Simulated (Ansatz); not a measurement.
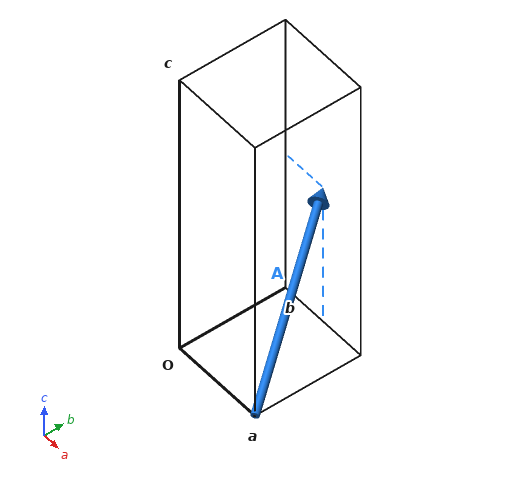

The arrow starts at a corner of the unit cell and ends on its surface; where a tip isn't a corner, dashed lines run from it parallel to the axes. Crystal: Co, coordinates from a relaxation with Ansatz, DFT LDA, scalar-relativistic, plane waves, PAW. Geometry calculated from the standardised cell; symmetry tolerance 0.002 Å.

a = 2.429 Å, b = 2.429 Å, c = 3.918 Å, α = 90.00°, β = 90.00°, γ = 120.00°.

Give [uvw] of the arrow.

Answer. Arrow A runs from (1, 0, 0) to (1/2, 1, 1/2), so [−1 2 1], in four indices [−4 5 −1 3].

How long is the vector ua + vb + wc?

Answer. 7.528 Å.

In P6₃/mmc (No. 194), how many directions are equivalent to A (Laue class 6/mmm, both senses counted)?

Answer. 24.
